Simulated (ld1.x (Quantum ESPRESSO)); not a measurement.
## Li: pseudopotential generation (part 2 of 2)

Continued. System: lithium (Li, Z = 3), core none, reference valence 1s2 2s0.75 2p0 (an ion of charge +0.25), valence charge 3. Method: ultrasoft potential, LDA (PZ), scalar-relativistic, made with ld1.x (Quantum ESPRESSO) 7.5.

## Output of the test run (extracts), continued
```
     ---------------------- Testing the pseudopotential ----------------------

     Li
     scalar relativistic calculation

     atomic number is  3.00   valence charge is  3.00
     dft =PZ   lsd =1 sic =0 latt =0  beta=0.20 tr2=1.0E-14
     mesh =1017 r(mesh) =  99.62247 xmin = -7.00 dx = 0.01250

     n l     nl             e AE (Ry)        e PS (Ry)    De AE-PS (Ry)
     1 0     1S   1( 1.00)       -3.88809       -3.88804       -0.00005
     2 0     2S   1( 0.75)       -0.32134       -0.32133       -0.00001
     2 1     2P   1( 0.00)       -0.17956       -0.17965        0.00010
     1 0     1S   2( 1.00)       -3.87547       -3.87564        0.00017
     2 0     2S   2( 0.00)       -0.23507       -0.23507        0.00000
     2 1     2P   2( 0.00)       -0.10981       -0.10970       -0.00011

     eps = 8.9E-16  iter =  8

     Etot =     -14.617659 Ry,      -7.308830 Ha,    -198.883389 eV
     Etotps =   -14.574933 Ry,      -7.287467 Ha,    -198.302068 eV
     dEtot_ae =      -0.011797 Ry
     dEtot_ps =      -0.011795 Ry,   Delta E=      -0.000002 Ry

     Ekin =      13.444961 Ry,       6.722481 Ha,     182.928019 eV
     Encl =     -14.564886 Ry,      -7.282443 Ha,    -198.165374 eV
     Ehrt =       7.584078 Ry,       3.792039 Ha,     103.186633 eV
     Ecxc =      -3.224531 Ry,      -1.612266 Ha,     -43.871983 eV
     Epseu=     -17.814555 Ry,      -8.907277 Ha,    -242.379363 eV

     ---------------------- End of pseudopotential test ----------------------

     ---------------------- Testing the pseudopotential ----------------------

     Li
     scalar relativistic calculation

     atomic number is  3.00   valence charge is  3.00
     dft =PZ   lsd =1 sic =0 latt =0  beta=0.20 tr2=1.0E-14
     mesh =1017 r(mesh) =  99.62247 xmin = -7.00 dx = 0.01250

     n l     nl             e AE (Ry)        e PS (Ry)    De AE-PS (Ry)
     1 0     1S   1( 1.00)       -3.74870       -3.74865       -0.00006
     2 0     2S   1( 1.00)       -0.23267       -0.23266       -0.00001
     2 1     2P   1( 0.00)       -0.09843       -0.09850        0.00008
     1 0     1S   2( 1.00)       -3.73375       -3.73396        0.00021
     2 0     2S   2( 0.00)       -0.13828       -0.13828        0.00000
     2 1     2P   2( 0.00)       -0.02980       -0.02972       -0.00008

     eps = 6.9E-15  iter =  7

     Etot =     -14.686855 Ry,      -7.343427 Ha,    -199.824837 eV
     Etotps =   -14.644127 Ry,      -7.322063 Ha,    -199.243497 eV
     dEtot_ae =      -0.080992 Ry
     dEtot_ps =      -0.080989 Ry,   Delta E=      -0.000003 Ry

     Ekin =      13.509339 Ry,       6.754670 Ha,     183.803924 eV
     Encl =     -14.981648 Ry,      -7.490824 Ha,    -203.835706 eV
     Ehrt =       7.965136 Ry,       3.982568 Ha,     108.371189 eV
     Ecxc =      -3.295908 Ry,      -1.647954 Ha,     -44.843114 eV
     Epseu=     -17.841046 Ry,      -8.920523 Ha,    -242.739790 eV

     ---------------------- End of pseudopotential test ----------------------
```

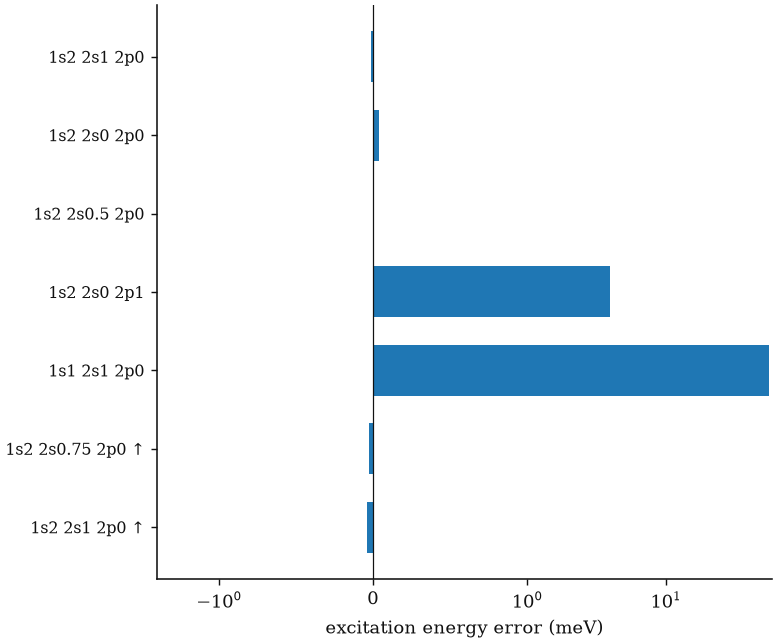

*Errors, all-electron minus pseudo, of the energies of valence configurations relative to the unpolarised reference 1s2 2s0.75 2p0. An arrow marks spin-polarised runs filled by Hund’s rule.*

- Worst configuration: 1s1 2s1 2p0 (charge +1): the error is +56 meV on an all-electron energy of +66.51 eV relative to the reference, or 0.084 %.
- Configurations within 10 meV and within 50 meV: 6 and 6 of 7.

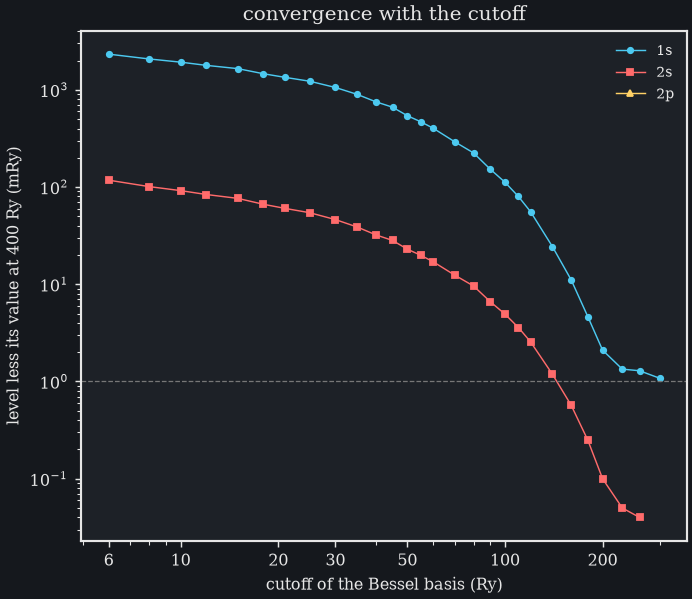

*The pseudo-atom Hamiltonian at the reference potential is diagonalised in spherical Bessel functions (20 bohr box) up to the cutoff. Curves: distance of each valence level from its value at 400 Ry.*

- Cutoffs for 10 and 1 mRy in the occupation-weighted sum of levels: 180 Ry and over 300 Ry, on the ladder of cutoffs that was run.
- Hardest occupied shell: 1s: its level needs over 300 Ry to come within 1 mRy, against 160 Ry for 2s.
- Cutoffs from which each level stays within 1 mRy: 1s: over 300 Ry; 2s: 160 Ry; 2p: 6 Ry or less.

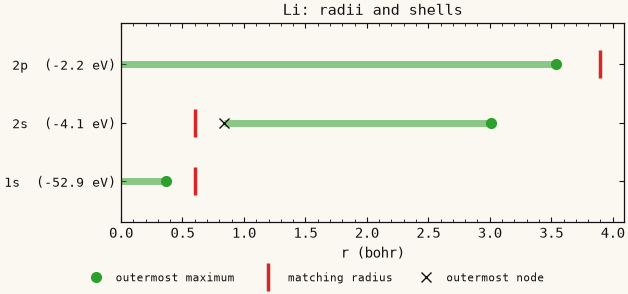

*Outer shells of the all-electron reference atom: each bar runs from the outermost node (or the nucleus) to the outermost maximum of u(r); the tick is the radius chosen for the pseudo-wave. Shells without a tick have no pseudo-wave of their own. Levels, nodes and maxima are from ld1.x, scalar-relativistic.*

- Radii against the shells: 1s: 0.60 bohr, outside the maximum; 2s: 0.60 bohr, inside the outermost node; 2p: 3.90 bohr, outside the maximum.

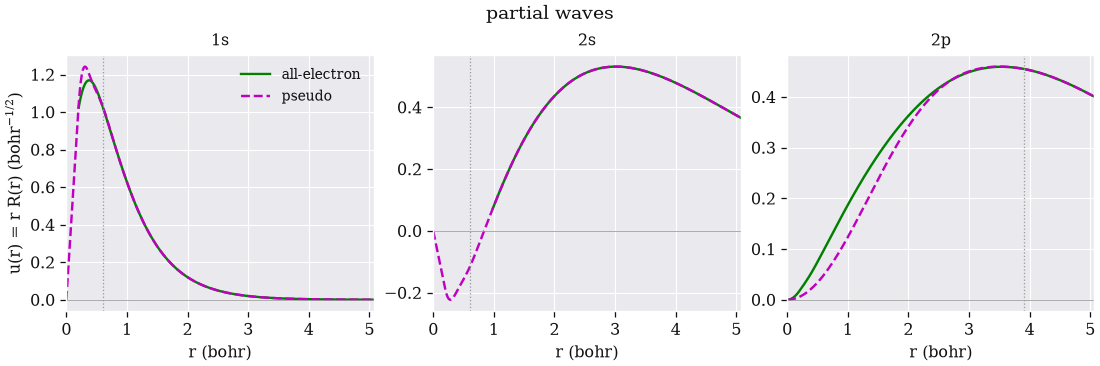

*Pseudo-waves (dashed) against the all-electron radial functions (solid). Dotted lines mark the matching radii. The innermost oscillations of some all-electron curves aren't drawn.*

Pseudo-waves: 1s has no node; 2s has a node at about 0.8 bohr; 2p has no node. A node in 2s is allowed, since a lower shell of the same l is also in the valence.

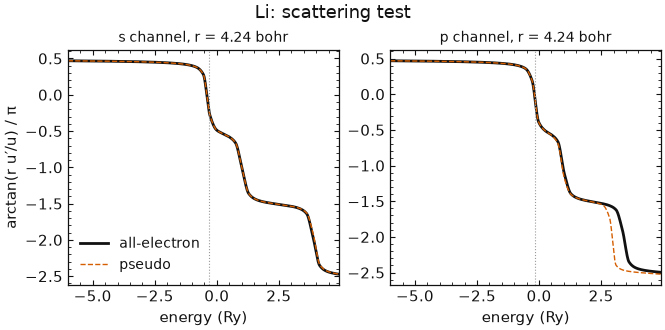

*Unwrapped phase arctan(r u′/u) in units of π against energy, all-electron (solid) and pseudo (dashed); the pseudo phase is matched to the all-electron one at the reference energy. Here u = r R(r). The dotted line marks the reference energy of the channel.*

- Range over which the phases agree within 0.05 rad: s: up to about 3.7 Ry; p: up to about 0.7 Ry.
- First channel to depart above its reference energy: the p channel: its phase error passes 0.05 rad 0.8 Ry above its reference energy, against 4.0 Ry for s.
- Poles, where the radial function vanishes at the test radius: s: all-electron at 0.0 and 2.3 Ry, pseudo at 0.0 and 2.3 Ry; p: all-electron at 0.2 and 2.0 Ry, pseudo at 0.2, 2.0 and 4.0 Ry.
- Ghost states: Going away from the reference energies, the phases part by more than π/2 in: p at about 3.0 Ry (above its reference energy, pseudo phase lower). Such a step is either a state that only one of the two atoms has or an ordinary level shifted in energy. The separate test gives: no ghost state below the valence levels in the s, p, d, f channels.

## Key numbers

- outcome: generated; ld1.x warns of wrong node counts
- cutoffs needed: 180 Ry and over 300 Ry (the cutoffs, on a coarse ladder, from which the occupation-weighted sum of valence levels, in a spherical-Bessel basis at the reference potential, stays within 10 and 1 mRy of its value at 400 Ry); ghost states and empty shells don't enter this sum
- ghost test: no ghost state below the valence levels in the s, p, d, f channels (spherical-Bessel basis up to 400 Ry, 20 bohr box)
- largest excitation error: +56 meV (all-electron minus pseudo) for 1s1 2s1 2p0, out of 5 test configurations
- lowest eigenvalue of the overlap operator S in a Bessel basis (separate test): 0.82 (p channel)
- density cutoff estimated by the generator: 641 Ry
- range over which the phases arctan(r u′/u) at the test radius agree within 0.05 rad (a looser test near the poles than one of phase shifts): s: up to about 3.7 Ry; p: up to about 0.7 Ry
- hardware: 1 CPU thread, shared host
- wall time: 0.69 s

## Remarks

ld1.x warns that it found 1 node in place of 0 for 1s. It picks states by counting nodes, so it can end on another state than the one meant. In the reference test the levels of these shells still match within 0.00005 Ry.
